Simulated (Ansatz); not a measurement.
# BeH2 (Ibam): the host for defect calculations, part 3 of 4

Before any defect goes in: BeH2 (Ibam) at rest, and how it screens a charge.

Ansatz 0.2.0; plane-wave PAW DFT, PBEsol; relaxation of the host's cell and atoms (the session's first sound run).

So far. Step 3 (Dielectric tensors of the host): The principal values of the electronic dielectric tensor are 3.59, 3.63 and 3.74. The principal values of the static dielectric tensor are 4.37, 5.16 and 5.26.

**6. Defect free supercell relaxed from its symmetric sites**

This cell, the one that will hold the defects, is built from the relaxed host. Its coarser k-points can move the atoms a little, so it is relaxed from the symmetric sites, as the reference for the test of stability.

This step: plane-wave PAW DFT, PBEsol; relaxation of the defect-free supercell from its symmetric sites (Ansatz 0.2.0).

Input file pristine.symmetric/input.yaml:

```yaml
crystal:
  lattice:
    - [0.0, 8.7573595481, 7.5377721599]
    - [3.9933261508, 0.0, 7.5377721599]
    - [3.9933261508, 8.7573595481, 0.0]
  atoms:
    - { symbol: Be, position: [0.125, 0.625, 0.375] }
    - { symbol: Be, position: [0.375, 0.875, 0.625] }
    - { symbol: Be, position: [0.625, 0.125, 0.875] }
    - { symbol: Be, position: [0.875, 0.375, 0.125] }
    - { symbol: Be, position: [0.125, 0.625, 0.875] }
    - { symbol: Be, position: [0.375, 0.875, 0.125] }
    - { symbol: Be, position: [0.625, 0.125, 0.375] }
    - { symbol: Be, position: [0.875, 0.375, 0.625] }
    - { symbol: Be, position: [0.024684115, 0.475315885, 0.6434093855] }
    - { symbol: Be, position: [0.274684115, 0.725315885, 0.8934093855] }
    - { symbol: Be, position: [0.524684115, 0.975315885, 0.1434093855] }
    - { symbol: Be, position: [0.774684115, 0.225315885, 0.3934093855] }
    - { symbol: Be, position: [0.1434093855, 0.3565906145, 0.024684115] }
    - { symbol: Be, position: [0.3934093855, 0.6065906145, 0.274684115] }
    - { symbol: Be, position: [0.6434093855, 0.8565906145, 0.524684115] }
    - { symbol: Be, position: [0.8934093855, 0.1065906145, 0.774684115] }
    - { symbol: Be, position: [0.1065906145, 0.8934093855, 0.225315885] }
    - { symbol: Be, position: [0.3565906145, 0.1434093855, 0.475315885] }
    - { symbol: Be, position: [0.6065906145, 0.3934093855, 0.725315885] }
    - { symbol: Be, position: [0.8565906145, 0.6434093855, 0.975315885] }
    - { symbol: Be, position: [0.225315885, 0.774684115, 0.6065906145] }
    - { symbol: Be, position: [0.475315885, 0.024684115, 0.8565906145] }
    - { symbol: Be, position: [0.725315885, 0.274684115, 0.1065906145] }
    - { symbol: Be, position: [0.975315885, 0.524684115, 0.3565906145] }
    - { symbol: H, position: [0.1619041841, 0.9920911674, 0.2485451344] }
    - { symbol: H, position: [0.4119041841, 0.2420911674, 0.4985451344] }
    - { symbol: H, position: [0.6619041841, 0.4920911674, 0.7485451344] }
    - { symbol: H, position: [0.9119041841, 0.7420911674, 0.9985451344] }
    - { symbol: H, position: [0.0079088326, 0.8380958159, 0.4025404859] }
    - { symbol: H, position: [0.2579088326, 0.0880958159, 0.6525404859] }
    - { symbol: H, position: [0.5079088326, 0.3380958159, 0.9025404859] }
    - { symbol: H, position: [0.7579088326, 0.5880958159, 0.1525404859] }
    - { symbol: H, position: [0.2485451344, 0.5974595141, 0.6619041841] }
    - { symbol: H, position: [0.4985451344, 0.8474595141, 0.9119041841] }
    - { symbol: H, position: [0.7485451344, 0.0974595141, 0.1619041841] }
    - { symbol: H, position: [0.9985451344, 0.3474595141, 0.4119041841] }
    - { symbol: H, position: [0.0974595141, 0.7485451344, 0.9920911674] }
    - { symbol: H, position: [0.3474595141, 0.9985451344, 0.2420911674] }
    - { symbol: H, position: [0.5974595141, 0.2485451344, 0.4920911674] }
    - { symbol: H, position: [0.8474595141, 0.4985451344, 0.7420911674] }
    - { symbol: H, position: [0.2195805147, 0.7804194853, 0.4606903432] }
    - { symbol: H, position: [0.4695805147, 0.0304194853, 0.7106903432] }
    - { symbol: H, position: [0.7195805147, 0.2804194853, 0.9606903432] }
    - { symbol: H, position: [0.9695805147, 0.5304194853, 0.2106903432] }
    - { symbol: H, position: [0.2106903432, 0.2893096568, 0.4695805147] }
    - { symbol: H, position: [0.4606903432, 0.5393096568, 0.7195805147] }
    - { symbol: H, position: [0.7106903432, 0.7893096568, 0.9695805147] }
    - { symbol: H, position: [0.9606903432, 0.0393096568, 0.2195805147] }
    - { symbol: H, position: [0.0304194853, 0.4695805147, 0.7893096568] }
    - { symbol: H, position: [0.2804194853, 0.7195805147, 0.0393096568] }
    - { symbol: H, position: [0.5304194853, 0.9695805147, 0.2893096568] }
    - { symbol: H, position: [0.7804194853, 0.2195805147, 0.5393096568] }
    - { symbol: H, position: [0.0393096568, 0.9606903432, 0.7804194853] }
    - { symbol: H, position: [0.2893096568, 0.2106903432, 0.0304194853] }
    - { symbol: H, position: [0.5393096568, 0.4606903432, 0.2804194853] }
    - { symbol: H, position: [0.7893096568, 0.7106903432, 0.5304194853] }
    - { symbol: H, position: [0.1525404859, 0.5014548656, 0.2579088326] }
    - { symbol: H, position: [0.4025404859, 0.7514548656, 0.5079088326] }
    - { symbol: H, position: [0.6525404859, 0.0014548656, 0.7579088326] }
    - { symbol: H, position: [0.9025404859, 0.2514548656, 0.0079088326] }
    - { symbol: H, position: [0.0014548656, 0.6525404859, 0.5880958159] }
    - { symbol: H, position: [0.2514548656, 0.9025404859, 0.8380958159] }
    - { symbol: H, position: [0.5014548656, 0.1525404859, 0.0880958159] }
    - { symbol: H, position: [0.7514548656, 0.4025404859, 0.3380958159] }
    - { symbol: H, position: [0.2420911674, 0.4119041841, 0.8474595141] }
    - { symbol: H, position: [0.4920911674, 0.6619041841, 0.0974595141] }
    - { symbol: H, position: [0.7420911674, 0.9119041841, 0.3474595141] }
    - { symbol: H, position: [0.9920911674, 0.1619041841, 0.5974595141] }
    - { symbol: H, position: [0.0880958159, 0.2579088326, 0.0014548656] }
    - { symbol: H, position: [0.3380958159, 0.5079088326, 0.2514548656] }
    - { symbol: H, position: [0.5880958159, 0.7579088326, 0.5014548656] }
    - { symbol: H, position: [0.8380958159, 0.0079088326, 0.7514548656] }
basis:
  ecutwfc: 420
  xc_grid: 2
hamiltonian:
  xc: pbesol
kpoints:
  mp_grid: { grid: [1, 1, 1], shift: [0.25, 0.25, 0.25] }
scf:
  occupations: { method: fermi_dirac, width: 0.01 }
  max_iter: 80
output:
  forces: true
relax:
  f_tol: 0.01
  max_steps: 60
  escape_saddle: false
checkpoint:
  write: "../pristine.symmetric.run"
  compress: false
  write_wavefunctions: false
  write_every: 100000
```

The run is started by

```
ansatz run input.yaml --threads 4 --pin off --max-ram 7536MiB --backend cpu --events-out ev --progress --plain --runs-dir out
```

Numbers of over 12 decimals in the logs are rounded to 6 here.

Log:

```text
[...]
Crystal: 72 atoms, lattice volume = 527.207 Å³
Basis set: ecut = 420 eV, 10305 PW (Γ), exchange–correlation on 160×120×144 points (8 copies of the dense FFT grid, shifted against one another)
Bands: 120, of which v1, the nominal top of the filled ones, is band 48 counted from 1 (47 counted from 0)
Symmetry: 8 space group operations
k-points: 1
[...]
SCF iter   1: F=—  HF=-2922.180026 eV  |F-HF|=—  |Δ(HF+E_count)|=         —  Δρ=9.50e-3  dr2=3.12e-1  ethr=1.77e-3  ⟨swp⟩=8.0  Hψ=742  notcnv=0  defer=9
[...]
SCF iter   6: F=-2922.105582 eV  HF=-2922.105582 eV  |F-HF|=1.51e-9  |Δ(HF+E_count)|=   4.67e-7  Δρ=9.07e-7  dr2=6.28e-9  ethr=2.23e-10  ⟨swp⟩=1.0  Hψ=225  notcnv=0
SCF 1 converged in 6 iterations: F = -2922.105582 eV  dr2 = 6.28e-9
[...]
relax step   1: F+E_penalty+E_count = -2922.10558169 eV  Δ(F+E_penalty+E_count) = +0.000e0 eV  max|allowed force component| = 6.920e-2 eV/Å  Δτ_max = 0.0000 Å  (6 SCF iters, dr2 threshold 2.50e-6 eV, accepted)
[...]
relax step   2: F+E_penalty+E_count = -2922.10889426 eV  Δ(F+E_penalty+E_count) = -3.313e-3 eV  max|allowed force component| = 3.244e-2 eV/Å  Δτ_max = 0.0089 Å  (5 SCF iters, dr2 threshold 2.99e-7 eV, accepted)
SCF iter   1: F=—  HF=-2922.110461 eV  |F-HF|=—  |Δ(HF+E_count)|=         —  Δρ=7.88e-4  dr2=1.99e-3  ethr=2.05e-5  ⟨swp⟩=5.0  Hψ=214  notcnv=0  defer=67
[...]
SCF iter   5: F=-2922.110020 eV  HF=-2922.110020 eV  |F-HF|=1.17e-9  |Δ(HF+E_count)|=   6.49e-8  Δρ=3.88e-7  dr2=9.13e-10  ethr=5.78e-11  ⟨swp⟩=2.0  Hψ=225  notcnv=0
SCF 3 converged in 5 iterations: F = -2922.110020 eV  dr2 = 9.13e-10
relax step   3: F+E_penalty+E_count = -2922.11001991 eV  Δ(F+E_penalty+E_count) = -1.126e-3 eV  max|allowed force component| = 3.838e-3 eV/Å  Δτ_max = 0.0063 Å  (5 SCF iters, accepted)
SCF converged after 5 iterations
Free energy (F): -2922.110020 eV
[...]
Internal energy: -2922.110020 eV  (E = F + TS)
E sigma→0 (E₀):  -2922.110020 eV
Fermi energy:    1.694727 eV
[...]
--- Forces (eV/Å), atoms counted from 1 ---
  atom   1  Be    -0.00041389     0.00383837    -0.00008450
  atom   2  Be    -0.00041389     0.00383837    -0.00008450
  atom   3  Be    -0.00041389     0.00383837    -0.00008450
  atom   4  Be    -0.00041389     0.00383837    -0.00008450
  atom   5  Be     0.00041389    -0.00383837     0.00008450
  atom   6  Be     0.00041389    -0.00383837     0.00008450
  atom   7  Be     0.00041389    -0.00383837     0.00008450
  atom   8  Be     0.00041389    -0.00383837     0.00008450
  atom   9  Be     0.00123967     0.00179747    -0.00067365
  atom  10  Be     0.00123967     0.00179747    -0.00067365
  atom  11  Be     0.00123967     0.00179747    -0.00067365
  atom  12  Be     0.00123967     0.00179747    -0.00067365
  atom  13  Be    -0.00177749     0.00378527     0.00015988
  atom  14  Be    -0.00177749     0.00378527     0.00015988
  atom  15  Be    -0.00177749     0.00378527     0.00015988
  atom  16  Be    -0.00177749     0.00378527     0.00015988
  atom  17  Be     0.00177749    -0.00378527    -0.00015988
  atom  18  Be     0.00177749    -0.00378527    -0.00015988
  atom  19  Be     0.00177749    -0.00378527    -0.00015988
  atom  20  Be     0.00177749    -0.00378527    -0.00015988
  atom  21  Be    -0.00123967    -0.00179747     0.00067365
  atom  22  Be    -0.00123967    -0.00179747     0.00067365
  atom  23  Be    -0.00123967    -0.00179747     0.00067365
  atom  24  Be    -0.00123967    -0.00179747     0.00067365
  atom  25  H      0.00019270     0.00280272    -0.00155826
  atom  26  H      0.00019270     0.00280272    -0.00155826
  atom  27  H      0.00019270     0.00280272    -0.00155826
  atom  28  H      0.00019270     0.00280272    -0.00155826
  atom  29  H      0.00145484    -0.00292882    -0.00184500
  atom  30  H      0.00145484    -0.00292882    -0.00184500
  atom  31  H      0.00145484    -0.00292882    -0.00184500
  atom  32  H      0.00145484    -0.00292882    -0.00184500
  atom  33  H     -0.00092502     0.00219276    -0.00004499
  atom  34  H     -0.00092502     0.00219276    -0.00004499
  atom  35  H     -0.00092502     0.00219276    -0.00004499
  atom  36  H     -0.00092502     0.00219276    -0.00004499
  atom  37  H      0.00177379     0.00300100    -0.00170145
  atom  38  H      0.00177379     0.00300100    -0.00170145
  atom  39  H      0.00177379     0.00300100    -0.00170145
  atom  40  H      0.00177379     0.00300100    -0.00170145
[...]
atom  61  H      0.00092502    -0.00219276     0.00004499
  atom  62  H      0.00092502    -0.00219276     0.00004499
  atom  63  H      0.00092502    -0.00219276     0.00004499
  atom  64  H      0.00092502    -0.00219276     0.00004499
  atom  65  H     -0.00145484     0.00292882     0.00184500
  atom  66  H     -0.00145484     0.00292882     0.00184500
  atom  67  H     -0.00145484     0.00292882     0.00184500
  atom  68  H     -0.00145484     0.00292882     0.00184500
  atom  69  H     -0.00019270    -0.00280272     0.00155826
  atom  70  H     -0.00019270    -0.00280272     0.00155826
  atom  71  H     -0.00019270    -0.00280272     0.00155826
  atom  72  H     -0.00019270    -0.00280272     0.00155826
  max |Σ_I F_I| component: 6.94e-18 eV/Å
--- Relaxed structure (3 steps of the walk, 3 accepted, 0 SCFs on fresh bases) ---
  F+E_penalty+E_count = -2922.11001991 eV   max|allowed force component| = 3.838e-3 eV/Å
  atoms:
    - { symbol: Be, position: [0.124500, 0.625438, 0.374822] }
    - { symbol: Be, position: [0.374500, 0.875438, 0.624822] }
    - { symbol: Be, position: [0.624500, 0.125438, 0.874822] }
    - { symbol: Be, position: [0.874500, 0.375438, 0.124822] }
    - { symbol: Be, position: [0.125500, 0.624562, 0.875178] }
    - { symbol: Be, position: [0.375500, 0.874562, 0.125178] }
    - { symbol: Be, position: [0.625500, 0.124562, 0.375178] }
    - { symbol: Be, position: [0.875500, 0.374562, 0.625178] }
    - { symbol: Be, position: [0.025715, 0.474932, 0.642153] }
    - { symbol: Be, position: [0.275715, 0.724932, 0.892153] }
    - { symbol: Be, position: [0.525715, 0.974932, 0.142153] }
    - { symbol: Be, position: [0.775715, 0.224932, 0.392153] }
    - { symbol: Be, position: [0.141945, 0.357422, 0.025708] }
    - { symbol: Be, position: [0.391945, 0.607422, 0.275708] }
    - { symbol: Be, position: [0.641945, 0.857422, 0.525708] }
    - { symbol: Be, position: [0.891945, 0.107422, 0.775708] }
    - { symbol: Be, position: [0.108055, 0.892578, 0.224292] }
    - { symbol: Be, position: [0.358055, 0.142578, 0.474292] }
    - { symbol: Be, position: [0.608055, 0.392578, 0.724292] }
    - { symbol: Be, position: [0.858055, 0.642578, 0.974292] }
    - { symbol: Be, position: [0.224285, 0.775068, 0.607847] }
    - { symbol: Be, position: [0.474285, 0.025068, 0.857847] }
    - { symbol: Be, position: [0.724285, 0.275068, 0.107847] }
    - { symbol: Be, position: [0.974285, 0.525068, 0.357847] }
    - { symbol: H, position: [0.162306, 0.991848, 0.248602] }
    - { symbol: H, position: [0.412306, 0.241848, 0.498602] }
    - { symbol: H, position: [0.662306, 0.491848, 0.748602] }
    - { symbol: H, position: [0.912306, 0.741848, 0.998602] }
    - { symbol: H, position: [0.008248, 0.838095, 0.401108] }
    - { symbol: H, position: [0.258248, 0.088095, 0.651108] }
    - { symbol: H, position: [0.508248, 0.338095, 0.901108] }
    - { symbol: H, position: [0.758248, 0.588095, 0.151108] }
    - { symbol: H, position: [0.248566, 0.597373, 0.662500] }
    - { symbol: H, position: [0.498566, 0.847373, 0.912500] }
    - { symbol: H, position: [0.748566, 0.097373, 0.162500] }
    - { symbol: H, position: [0.998566, 0.347373, 0.412500] }
    - { symbol: H, position: [0.098863, 0.747564, 0.991285] }
    - { symbol: H, position: [0.348863, 0.997564, 0.241285] }
    - { symbol: H, position: [0.598863, 0.247564, 0.491285] }
    - { symbol: H, position: [0.848863, 0.497564, 0.741285] }
    - { symbol: H, position: [0.217910, 0.780705, 0.462376] }
    - { symbol: H, position: [0.467910, 0.030705, 0.712376] }
    - { symbol: H, position: [0.717910, 0.280705, 0.962376] }
    - { symbol: H, position: [0.967910, 0.530705, 0.212376] }
    - { symbol: H, position: [0.212374, 0.289052, 0.467527] }
    - { symbol: H, position: [0.462374, 0.539052, 0.717527] }
    - { symbol: H, position: [0.712374, 0.789052, 0.967527] }
    - { symbol: H, position: [0.962374, 0.039052, 0.217527] }
    - { symbol: H, position: [0.032090, 0.469295, 0.787624] }
    - { symbol: H, position: [0.282090, 0.719295, 0.037624] }
    - { symbol: H, position: [0.532090, 0.969295, 0.287624] }
    - { symbol: H, position: [0.782090, 0.219295, 0.537624] }
    - { symbol: H, position: [0.037626, 0.960948, 0.782473] }
    - { symbol: H, position: [0.287626, 0.210948, 0.032473] }
    - { symbol: H, position: [0.537626, 0.460948, 0.282473] }
    - { symbol: H, position: [0.787626, 0.710948, 0.532473] }
    - { symbol: H, position: [0.151137, 0.502436, 0.258715] }
    - { symbol: H, position: [0.401137, 0.752436, 0.508715] }
    - { symbol: H, position: [0.651137, 0.002436, 0.758715] }
    - { symbol: H, position: [0.901137, 0.252436, 0.008715] }
    - { symbol: H, position: [0.001434, 0.652627, 0.587500] }
    - { symbol: H, position: [0.251434, 0.902627, 0.837500] }
    - { symbol: H, position: [0.501434, 0.152627, 0.087500] }
    - { symbol: H, position: [0.751434, 0.402627, 0.337500] }
    - { symbol: H, position: [0.241752, 0.411905, 0.848892] }
    - { symbol: H, position: [0.491752, 0.661905, 0.098892] }
    - { symbol: H, position: [0.741752, 0.911905, 0.348892] }
    - { symbol: H, position: [0.991752, 0.161905, 0.598892] }
    - { symbol: H, position: [0.087694, 0.258152, 0.001398] }
    - { symbol: H, position: [0.337694, 0.508152, 0.251398] }
    - { symbol: H, position: [0.587694, 0.758152, 0.501398] }
    - { symbol: H, position: [0.837694, 0.008152, 0.751398] }
```

The job ended after 3.8 s (4 threads of Arm Neoverse V2, shared host; peak memory 0.79 GiB; 14 s of CPU time).

Step by step:

```tsv
step	energy less that of the first step (eV)	largest force component (eV/Å)
1	0.0000	0.0692
2	-0.0033	0.0324
3	-0.0044	0.0038
```

Forces are held to the 8 operations that the run works with; a distortion that breaks them can't arise in this run.

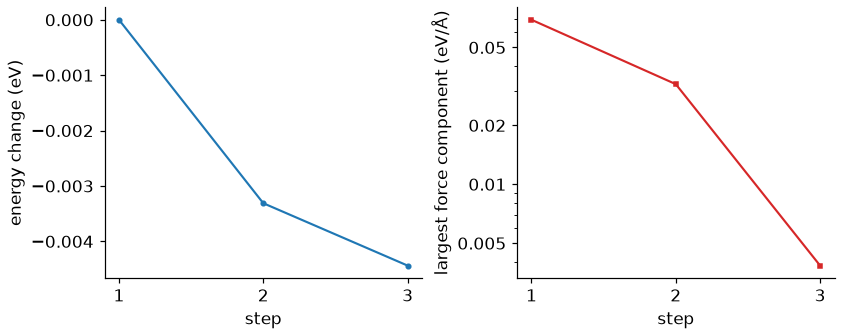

Energy and largest force along the relaxation.

The atoms that moved most (Å):

```tsv
atom	dx	dy	dz	length
H53	0.009	0.003	-0.011	0.015
H55	0.009	0.003	-0.011	0.015
H54	0.009	0.003	-0.011	0.015
H45	-0.009	-0.003	0.011	0.015
H48	-0.009	-0.003	0.011	0.015
H46	-0.009	-0.003	0.011	0.015
H47	-0.009	-0.003	0.011	0.015
H56	0.009	0.003	-0.011	0.015
```

[end of part 3 of 4]

[Logs are printed without paths, hosts, clocks, repeated set-up lines and the standing remarks that a program may print on its own settings, such as how far it seeks lower states.]

[Hosts, paths, dates, database ids (printed as entryN), source tags and the programs' standing remarks are cut or masked in the printed files.]

[Runs of the host that timed out are not shown.]

[For some hosts the program warned that the k-mesh of the response run may be too coarse for force constants and the static dielectric constant; such warnings are not always shown.]
